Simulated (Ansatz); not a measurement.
Run report: C₂H₄BIn, nudged elastic band

The run: nudged elastic band of C₂H₄BIn. Method and program: RKS B3LYP-D4/def2-mTZVP (Ansatz 0.2.0).

It belongs to a series of runs on one base structure; here: band between the two ends. Figures and captions count atoms from 1; the log counts them from 0 in places.

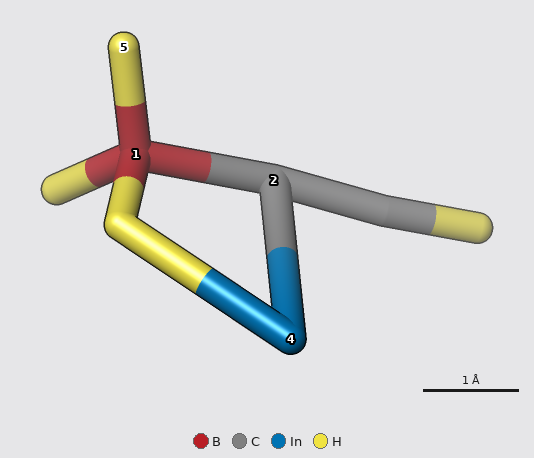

The starting structure (stick view, seen at a tilt; atoms are numbered from 1 in the order of the input). Sticks mark near contacts. Bond lengths as drawn: B–C 1.57 Å, B–H 1.20 to 1.28 Å, C–C 1.22 Å, C–H 1.06 Å, C–In 2.64 Å and H–In 2.22 Å.

**Input file**
```yaml
crystal:
  periodic: [false, false, false]
  atoms:
    - { symbol: B, position_ang: [-0.387011, 0.982769, -0.340256] }
    - { symbol: C, position_ang: [0.649795, -0.075006, 0.173902] }
    - { symbol: C, position_ang: [1.322489, -1.014924, 0.572155] }
    - { symbol: In, position_ang: [-1.385255, -1.758228, 0.11298] }
    - { symbol: H, position_ang: [-0.593311, 1.844513, 0.473901] }
    - { symbol: H, position_ang: [-0.123721, 1.371797, -1.447831] }
    - { symbol: H, position_ang: [2.028097, -1.731185, 0.92256] }
    - { symbol: H, position_ang: [-1.511093, 0.380263, -0.46741] }
basis:
  gaussian: { orbitals: def2-mTZVP }
hamiltonian:
  xc: b3lyp
  dispersion: d4
neb:
  order_check: false
  images: 7
  f_tol: 0.03
  max_iterations: 60
  final_atoms:
    - { symbol: B, position_ang: [-0.7403711, 0.85178606, -0.54304208] }
    - { symbol: C, position_ang: [0.41895922, 0.43874711, 0.35451076] }
    - { symbol: C, position_ang: [0.72124354, -0.87636692, 0.53008617] }
    - { symbol: In, position_ang: [-0.52324923, -2.48416717, -0.57174042] }
    - { symbol: H, position_ang: [1.01021647, 1.202741, 0.8690966] }
    - { symbol: H, position_ang: [-1.37266342, -0.00864942, -1.10465474] }
    - { symbol: H, position_ang: [1.56146659, -1.10321048, 1.19715042] }
    - { symbol: H, position_ang: [-1.07561207, 1.97911882, -0.73140572] }
  initial_path:
    images:
      - { positions_ang: [[-0.387011, 0.982769, -0.340256], [0.649795, -0.075006, 0.173902], [1.322489, -1.014924, 0.572155], [-1.385255, -1.758228, 0.11298], [-0.593311, 1.844513, 0.473901], [-0.123721, 1.371797, -1.447831], [2.028097, -1.731185, 0.92256], [-1.511093, 0.380263, -0.46741]] }
      - { positions_ang: [[-0.44335905, 0.99208778, -0.35441846], [0.6025425, -0.05562709, 0.16505108], [1.28276111, -0.98021134, 0.58252362], [-1.36910233, -1.78153859, 0.09230366], [-0.36631692, 1.70667753, 0.49894948], [-0.16307468, 1.40395856, -1.44457224], [2.00868646, -1.65294894, 0.96116736], [-1.5521471, 0.36760108, -0.5010035]] }
      - { positions_ang: [[-0.49970709, 1.00140657, -0.36858091], [0.55529, -0.03624818, 0.15620016], [1.24303323, -0.94549868, 0.59289224], [-1.35294967, -1.80484918, 0.07162733], [-0.13932284, 1.56884206, 0.52399795], [-0.20242835, 1.43612012, -1.44131348], [1.98927593, -1.57471287, 0.99977471], [-1.59320121, 0.35493917, -0.534597]] }
      - { positions_ang: [[-0.55605514, 1.01072535, -0.38274337], [0.5080375, -0.01686926, 0.14734924], [1.20330534, -0.91078602, 0.60326086], [-1.336797, -1.82815977, 0.05095099], [0.08767124, 1.43100659, 0.54904643], [-0.24178203, 1.46828168, -1.43805472], [1.96986539, -1.49647681, 1.03838207], [-1.63425531, 0.34227725, -0.56819051]] }
      - { positions_ang: [[-0.61240319, 1.02004413, -0.39690583], [0.460785, 0.00250965, 0.13849832], [1.16357745, -0.87607336, 0.61362949], [-1.32064433, -1.85147036, 0.03027466], [0.31466533, 1.29317112, 0.5740949], [-0.28113571, 1.50044324, -1.43479596], [1.95045486, -1.41824075, 1.07698943], [-1.67530942, 0.32961533, -0.60178401]] }
      - { positions_ang: [[-0.64439517, 0.97797961, -0.43343989], [0.45032856, 0.11156901, 0.19250143], [1.05299398, -0.87614675, 0.59274366], [-1.12129555, -2.00964457, -0.12022911], [0.48855311, 1.27056359, 0.64784533], [-0.55401763, 1.12317008, -1.35226066], [1.85320779, -1.33948318, 1.10702968], [-1.52538508, 0.7419912, -0.63418944]] }
      - { positions_ang: [[-0.67638715, 0.9359151, -0.46997395], [0.43987211, 0.22062838, 0.24650454], [0.9424105, -0.87622014, 0.57185783], [-0.92194678, -2.16781877, -0.27073288], [0.6624409, 1.24795606, 0.72159575], [-0.82689956, 0.74589691, -1.26972535], [1.75596072, -1.26072561, 1.13706992], [-1.37546075, 1.15436708, -0.66659487]] }
      - { positions_ang: [[-0.70837912, 0.89385058, -0.50650801], [0.42941567, 0.32968774, 0.30050765], [0.83182702, -0.87629353, 0.550972], [-0.722598, -2.32599297, -0.42123665], [0.83632868, 1.22534853, 0.79534618], [-1.09978149, 0.36862375, -1.18719004], [1.65871366, -1.18196804, 1.16711017], [-1.22553641, 1.56674295, -0.6990003]] }
      - { positions_ang: [[-0.7403711, 0.85178606, -0.54304208], [0.41895922, 0.43874711, 0.35451076], [0.72124354, -0.87636692, 0.53008617], [-0.52324923, -2.48416717, -0.57174042], [1.01021647, 1.202741, 0.8690966], [-1.37266342, -0.00864942, -1.10465474], [1.56146659, -1.10321048, 1.19715042], [-1.07561207, 1.97911882, -0.73140572]] }
```

Run on 2 threads of AMD EPYC (Zen 5), 16 GiB of memory available, shared host.

Launch command:
```bash
ansatz run input.yaml --threads 2 --pin off --max-ram 3072MiB --backend cpu --events-out ev --progress --plain --runs-dir out
```

**The program's output**
```
Engine: ansatz 0.2.0, x86_64-unknown-linux-gnu
Functional definition: B3LYP
  parameter a0 = 0.2
  parameter ax = 0.72
  parameter ac = 0.81
  exchange = (1 - a0 - ax)*slater_x + ax*b88_x + a0*exact_x
  correlation = (1 - ac)*vwn_rpa_c + ac*lyp_c
1175 factors; integrals over basis functions are off by at most 7.3e-4 eV
mean field evaluation 1: about -7981.6752 eV, gradient 5.6e1 eV
mean field evaluation 2: about -7926.3359 eV, gradient 1.2e2 eV
mean field evaluation 4: about -7989.9130 eV, gradient 2.1e1 eV
mean field evaluation 8: about -7991.1170 eV, gradient 3.9e-1 eV
mean field evaluation 16: about -7991.1174 eV, gradient 3.1e-5 eV
mean field -7991.11743749 eV, -293.6681492537 hartree, gradient 3.1e-5 eV, S^2 0.000000; 0 other end points of the search recorded, 0 dependent functions left out
the calculation of the forces begins
reference -7991.11770113 eV, -293.6681589425 hartree; 21, 21 occupied and 84, 84 virtual orbitals, 1175 factors
1175 factors; integrals over basis functions are off by at most 8.0e-4 eV
mean field evaluation 32: about -7990.9131 eV, gradient 7.4e-5 eV
mean field -7990.91306035 eV, -293.6606385326 hartree, gradient 7.4e-5 eV, S^2 0.000000; 0 other end points of the search recorded, 0 dependent functions left out
[... from here on the field's lines of each further geometry are left out, up to the last ...]
NEB iter   1: max|band force component| = 3.368e1 eV/Å  barrier→ = 12.0820 eV  barrier← = 11.8845 eV  Δτ_max = 0.1942 Å  (255 SCF iters)
NEB iter   2: max|band force component| = 1.009e1 eV/Å  barrier→ = 5.8603 eV  barrier← = 5.6628 eV  Δτ_max = 0.1987 Å  (225 SCF iters)
NEB iter   3: max|band force component| = 5.361e0 eV/Å  barrier→ = 3.2661 eV  barrier← = 3.0687 eV  Δτ_max = 0.1966 Å  (216 SCF iters)
NEB iter   4: max|band force component| = 2.331e0 eV/Å  barrier→ = 1.7338 eV  barrier← = 1.5363 eV  Δτ_max = 0.1956 Å  (218 SCF iters)
NEB iter   5: max|band force component| = 1.753e0 eV/Å  barrier→ = 1.2868 eV  barrier← = 1.0893 eV  Δτ_max = 0.2000 Å  (218 SCF iters)
NEB iter   6: max|band force component| = 2.232e0 eV/Å  barrier→ = 1.2091 eV  barrier← = 1.0116 eV  Δτ_max = 0.1006 Å  (217 SCF iters)
NEB iter   7: max|band force component| = 1.486e0 eV/Å  barrier→ = 1.1470 eV  barrier← = 0.9495 eV  Δτ_max = 0.1008 Å  (220 SCF iters)
NEB iter   8: max|band force component| = 1.118e0 eV/Å  barrier→ = 1.0645 eV  barrier← = 0.8670 eV  Δτ_max = 0.1002 Å  (219 SCF iters)
NEB iter   9: max|band force component| = 7.233e-1 eV/Å  barrier→ = 0.9366 eV  barrier← = 0.7392 eV  Δτ_max = 0.1007 Å  (215 SCF iters)
NEB iter  10: max|band force component| = 2.606e-1 eV/Å  barrier→ = 0.8653 eV  barrier← = 0.6679 eV  CI = image 4  Δτ_max = 0.0981 Å  (220 SCF iters)
NEB iter  11: max|band force component| = 4.931e-1 eV/Å  barrier→ = 0.9185 eV  barrier← = 0.7210 eV  CI = image 4  Δτ_max = 0.0500 Å  (215 SCF iters)
NEB iter  12: max|band force component| = 4.078e-1 eV/Å  barrier→ = 0.9096 eV  barrier← = 0.7121 eV  CI = image 4  Δτ_max = 0.0990 Å  (199 SCF iters)
NEB iter  13: max|band force component| = 5.154e-1 eV/Å  barrier→ = 0.8946 eV  barrier← = 0.6971 eV  CI = image 4  Δτ_max = 0.0496 Å  (217 SCF iters)
NEB iter  14: max|band force component| = 3.602e-1 eV/Å  barrier→ = 0.8847 eV  barrier← = 0.6872 eV  CI = image 4  Δτ_max = 0.0495 Å  (209 SCF iters)
NEB iter  15: max|band force component| = 3.099e-1 eV/Å  barrier→ = 0.8802 eV  barrier← = 0.6827 eV  CI = image 4  Δτ_max = 0.0986 Å  (197 SCF iters)
NEB iter  16: max|band force component| = 3.020e-1 eV/Å  barrier→ = 0.8757 eV  barrier← = 0.6783 eV  CI = image 4  Δτ_max = 0.0899 Å  (202 SCF iters)
NEB iter  17: max|band force component| = 1.939e-1 eV/Å  barrier→ = 0.8746 eV  barrier← = 0.6772 eV  CI = image 4  Δτ_max = 0.0577 Å  (216 SCF iters)
NEB iter  18: max|band force component| = 8.657e-2 eV/Å  barrier→ = 0.8717 eV  barrier← = 0.6743 eV  CI = image 4  Δτ_max = 0.0987 Å  (210 SCF iters)
NEB iter  19: max|band force component| = 3.133e-1 eV/Å  barrier→ = 0.8713 eV  barrier← = 0.6738 eV  CI = image 4  Δτ_max = 0.0492 Å  (199 SCF iters)
NEB iter  20: max|band force component| = 1.163e-1 eV/Å  barrier→ = 0.8724 eV  barrier← = 0.6749 eV  CI = image 4  Δτ_max = 0.0312 Å  (185 SCF iters)
NEB iter  21: max|band force component| = 1.191e-1 eV/Å  barrier→ = 0.8710 eV  barrier← = 0.6735 eV  CI = image 4  Δτ_max = 0.0158 Å  (185 SCF iters)
NEB iter  22: max|band force component| = 1.217e-1 eV/Å  barrier→ = 0.8709 eV  barrier← = 0.6734 eV  CI = image 4  Δτ_max = 0.0079 Å  (181 SCF iters)
NEB iter  23: max|band force component| = 4.728e-2 eV/Å  barrier→ = 0.8708 eV  barrier← = 0.6733 eV  CI = image 4  Δτ_max = 0.0158 Å  (158 SCF iters)
NEB iter  24: max|band force component| = 1.769e-1 eV/Å  barrier→ = 0.8708 eV  barrier← = 0.6733 eV  CI = image 4  Δτ_max = 0.0076 Å  (160 SCF iters)
the calculation of the forces begins
reference -7990.80363304 eV, -293.6566171531 hartree; 21, 21 occupied and 84, 84 virtual orbitals, 1175 factors
1175 factors; integrals over basis functions are off by at most 7.1e-4 eV
mean field -7990.26687359 eV, -293.6368916069 hartree, gradient 1.5e-5 eV, S^2 0.000000; 1 other end points of the search recorded, 0 dependent functions left out
the calculation of the forces begins
reference -7990.26714233 eV, -293.6369014832 hartree; 21, 21 occupied and 84, 84 virtual orbitals, 1175 factors
NEB iter  25: max|band force component| = 2.466e-2 eV/Å  barrier→ = 0.8708 eV  barrier← = 0.6733 eV  CI = image 4  Δτ_max = 0.0000 Å  (361 SCF iters)
```

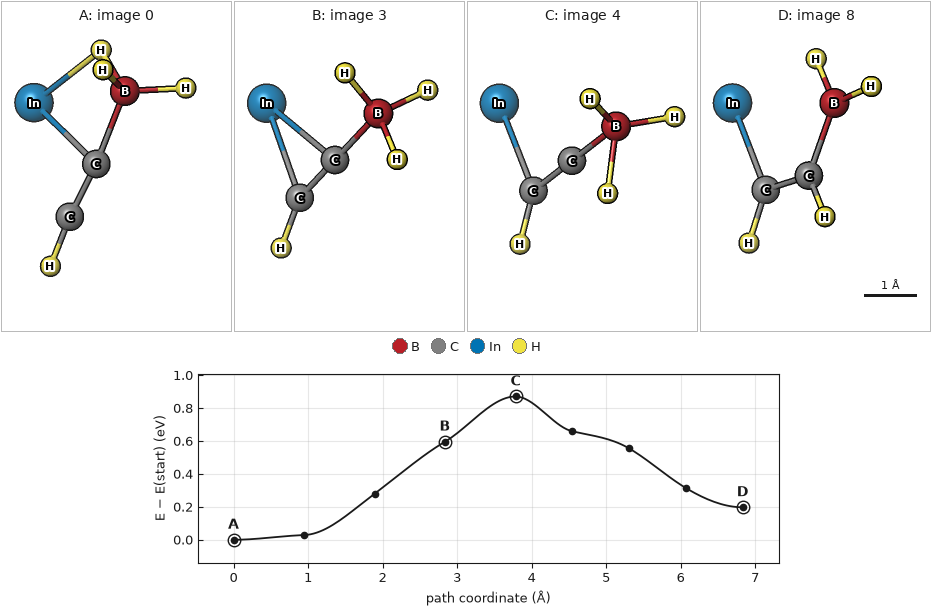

Images of the last band (counted from 0; ball-and-stick, seen at a tilt) above the energy along the path; the line is a cubic interpolation that uses the forces. The highest image is number 4, 0.871 eV above the start and 0.673 eV above the end (the climbing image); the end lies 0.197 eV above the start. The path is 6.84 Å long. The band converged in 25 iterations.

```
Total energy: -7990.56883688 eV, -293.6479885532 hartree
Atom 0 at    -0.594756     1.066810    -0.455954 Å, force    -0.002754    -0.000487    -0.000652 eV/Å
Atom 1 at     0.118507    -0.102539     0.088804 Å, force     0.002787     0.000881    -0.002578 eV/Å
Atom 2 at     0.741946    -1.119918     0.562996 Å, force    -0.002911    -0.000835     0.000005 eV/Å
Atom 3 at    -0.462788    -2.931019    -0.238332 Å, force     0.000341    -0.000108     0.000508 eV/Å
Atom 4 at     0.475386     1.322711     0.296421 Å, force     0.003252     0.001686     0.002910 eV/Å
Atom 5 at    -0.347677     1.421736    -1.569714 Å, force    -0.000627    -0.000506    -0.000261 eV/Å
Atom 6 at     1.623304    -1.134624     1.189250 Å, force     0.000227    -0.000020     0.000232 eV/Å
Atom 7 at    -1.553932     1.476842     0.126533 Å, force    -0.000316    -0.000611    -0.000163 eV/Å
Dipole moment:     0.193972    -0.834333     0.163470 e Å
this run last wrote the band of iteration 25 to [file]
```

**The last band as extended XYZ (Å, eV, eV/Å)**
```
8
Properties=species:S:1:pos:R:3:forces:R:3 image=0 energy=-7991.43935
B    -0.3870    0.9828   -0.3403   -0.0072  -0.0116   0.0053
C     0.6498   -0.0750    0.1739    0.0137  -0.0126   0.0075
C     1.3225   -1.0149    0.5722   -0.0076   0.0200  -0.0060
In   -1.3853   -1.7582    0.1130   -0.0033  -0.0107   0.0009
H    -0.5933    1.8445    0.4739    0.0025   0.0040  -0.0003
H    -0.1237    1.3718   -1.4478    0.0021   0.0037  -0.0050
H     2.0281   -1.7312    0.9226   -0.0050  -0.0002  -0.0019
H    -1.5111    0.3803   -0.4674    0.0047   0.0073  -0.0006
8
Properties=species:S:1:pos:R:3:forces:R:3 image=1 energy=-7991.41063
B    -0.4212    0.9448   -0.2831    0.0014  -0.0004  -0.0017
C     0.6297   -0.0826    0.2825    0.0029  -0.0006   0.0002
C     1.3403   -0.9964    0.6661    0.0044   0.0019   0.0004
In   -1.3035   -1.7073   -0.4602   -0.0092   0.0072   0.0055
H    -0.3764    2.0142    0.2651   -0.0072  -0.0005   0.0034
H    -0.3358    1.0235   -1.4898    0.0051   0.0013  -0.0005
H     2.0444   -1.7075    1.0284    0.0017  -0.0017  -0.0013
H    -1.5775    0.5112   -0.0090    0.0009  -0.0072  -0.0061
8
Properties=species:S:1:pos:R:3:forces:R:3 image=2 energy=-7991.15914
B    -0.4943    0.9878   -0.2714    0.0054  -0.0344   0.0084
C     0.4632   -0.1044    0.3067    0.0714  -0.0097   0.0460
C     1.1470   -1.0418    0.7053    0.0975   0.0452   0.0874
In   -0.8686   -2.0612   -0.6941   -0.1273   0.2767  -0.0807
H     0.0020    2.0441    0.0631   -0.0927   0.0588  -0.0671
H    -0.5197    0.9422   -1.4911   -0.0006  -0.1308  -0.0011
H     1.8764   -1.6671    1.1619    0.0362  -0.0876   0.0116
H    -1.6062    0.9004    0.2195    0.0100  -0.1181  -0.0046
8
Properties=species:S:1:pos:R:3:forces:R:3 image=3 energy=-7990.84310
B    -0.4919    1.0852   -0.3359    0.0413   0.0026   0.0261
C     0.2756   -0.1280    0.1931    0.0423  -0.0038   0.0272
C     0.8999   -1.1146    0.6208    0.0463   0.0009   0.0314
In   -0.6353   -2.6667   -0.4444   -0.0642   0.0844  -0.0443
H     0.2610    1.9132    0.1693   -0.0649   0.1928  -0.0438
H    -0.4423    1.1971   -1.5393   -0.0166  -0.0840  -0.0015
H     1.7252   -1.4934    1.1855    0.0239  -0.1116   0.0183
H    -1.5922    1.2071    0.1509   -0.0083  -0.0813  -0.0134
8
Properties=species:S:1:pos:R:3:forces:R:3 image=4 energy=-7990.56857
B    -0.5948    1.0668   -0.4560   -0.0028  -0.0005  -0.0007
C     0.1185   -0.1025    0.0888    0.0028   0.0009  -0.0026
C     0.7419   -1.1199    0.5630   -0.0029  -0.0008   0.0000
In   -0.4628   -2.9310   -0.2383    0.0003  -0.0001   0.0005
H     0.4754    1.3227    0.2964    0.0033   0.0017   0.0029
H    -0.3477    1.4217   -1.5697   -0.0006  -0.0005  -0.0003
H     1.6233   -1.1346    1.1892    0.0002   0.0000   0.0002
H    -1.5539    1.4768    0.1265   -0.0003  -0.0006  -0.0002
8
Properties=species:S:1:pos:R:3:forces:R:3 image=5 energy=-7990.78022
B    -0.7448    0.9473   -0.5980   -0.0303  -0.0197  -0.0197
C     0.2891    0.1652    0.1960    0.0342   0.0519   0.0204
C     0.7167   -1.0421    0.5844   -0.0043   0.0116  -0.0043
In   -0.5226   -2.7591   -0.1853   -0.0102   0.0355  -0.0097
H     0.8621    1.0691    0.5446    0.0763  -0.0520   0.0581
H    -0.5060    1.2926   -1.7150   -0.0327  -0.0146  -0.0190
H     1.6018   -1.0841    1.2204   -0.0034   0.0023  -0.0021
H    -1.6964    1.4111   -0.0470   -0.0295  -0.0150  -0.0237
8
Properties=species:S:1:pos:R:3:forces:R:3 image=6 energy=-7990.88431
B    -0.7318    0.9257   -0.6243    0.0056   0.0008   0.0012
C     0.3830    0.3197    0.2391    0.0303   0.0549   0.0243
C     0.7145   -0.9606    0.5205    0.0000   0.0220  -0.0377
In   -0.5340   -2.7268   -0.1762    0.0216   0.0096  -0.0681
H     0.9510    1.1141    0.7484    0.0166   0.0133   0.1128
H    -0.8280    0.7250   -1.7967   -0.1060  -0.1751  -0.0089
H     1.5482   -1.0883    1.2195   -0.0278  -0.0157  -0.0022
H    -1.5029    1.6913   -0.1302    0.0598   0.0902  -0.0214
8
Properties=species:S:1:pos:R:3:forces:R:3 image=7 energy=-7991.12535
B    -0.7197    0.8894   -0.6013    0.0036  -0.0094   0.0158
C     0.4484    0.4139    0.2622    0.0193   0.0354   0.0186
C     0.7120   -0.8971    0.5010    0.0016   0.0209  -0.0151
In   -0.5569   -2.6282   -0.3173    0.0172   0.0341  -0.1057
H     1.0228    1.1692    0.8075    0.0088   0.0177   0.0524
H    -1.1192    0.2337   -1.5212   -0.0953  -0.1626   0.1059
H     1.4965   -1.0958    1.2426   -0.0238  -0.0094   0.0081
H    -1.2839    1.9148   -0.3735    0.0687   0.0733  -0.0800
8
Properties=species:S:1:pos:R:3:forces:R:3 image=8 energy=-7991.24188
B    -0.7404    0.8518   -0.5430    0.0023  -0.0054   0.0020
C     0.4190    0.4387    0.3545   -0.0066   0.0067  -0.0024
C     0.7212   -0.8764    0.5301   -0.0002  -0.0007  -0.0018
In   -0.5232   -2.4842   -0.5717    0.0023  -0.0005   0.0031
H     1.0102    1.2027    0.8691   -0.0012  -0.0057   0.0015
H    -1.3727   -0.0086   -1.1047   -0.0012   0.0037  -0.0003
H     1.5615   -1.1032    1.1971    0.0033  -0.0009  -0.0002
H    -1.0756    1.9791   -0.7314    0.0014   0.0029  -0.0019
```

**Results in brief**

- outcome: converged
- barrier, forward: 0.871 eV
- barrier, backward: 0.673 eV
- wall time: 3.3 min (CPU time 6.3 min)
- peak memory: 0.26 GiB

The order of the saddle point was not checked.
